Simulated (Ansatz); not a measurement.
MoTe2, response to strain

Start from MoTe$_{2}$ in the 2H-MoS2 type structure (space group P6_3/mmc, No. 194; a = 3.5421 Å, c = 14.1819 Å; layered, stacked along the Cartesian z axis).

Strains are applied to the cell and any free atomic positions relax.

All numbers come from r2SCAN+rVV10 in Ansatz (plane waves to 500 eV, PAW, no SOC).

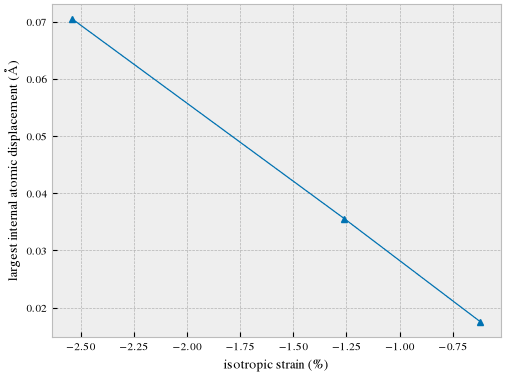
*Largest internal atomic displacement against isotropic strain*

Question: From the plot, what is the largest internal atomic displacement for isotropic strain −2.54 %?

Answer: About 0.071 Å.

Question: Is the trend monotonic over the range shown?

Answer: Yes, it falls throughout, spanning 0.018 Å to 0.071 Å.

No phonon test of stability was made.

Ansatz is a program for electronic structure.
